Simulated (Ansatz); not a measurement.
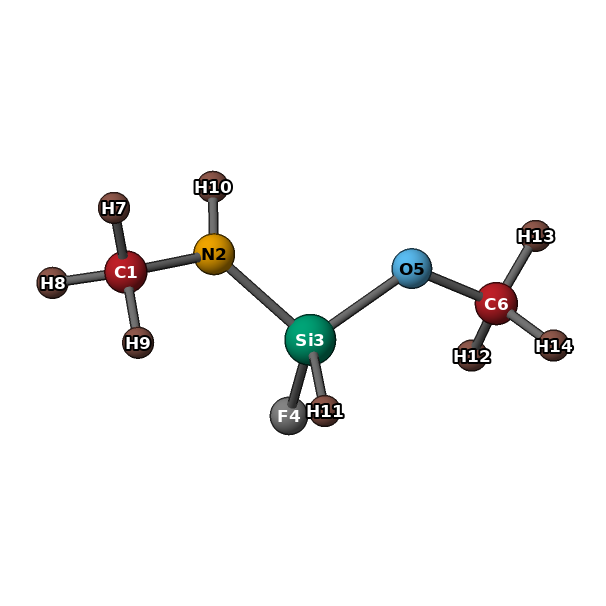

The questions are on Mulliken charges. Computed geometry: PBE-D4/def2-SVP optimisation. No frequency run is at hand to confirm it as a minimum. Level of theory: RKS PBE-D4/def2-SVP (Ansatz 0.2.0).

Question: Which atom carries the highest charge (most positive or least negative)?

Answer: Si3 (0.73 e).

Question: And the lowest?

Answer: O5 (−0.44 e).

List the Mulliken charges.

```csv
atom,value (e)
C1,0.06
N2,−0.38
Si3,0.73
F4,−0.31
O5,−0.44
C6,0.12
H7,0.03
H8,0.03
H9,0.03
H10,0.14
H11,−0.13
H12,0.03
H13,0.04
H14,0.03
```

Mulliken values depend strongly on the basis set and can even reverse the polarity of a bond.
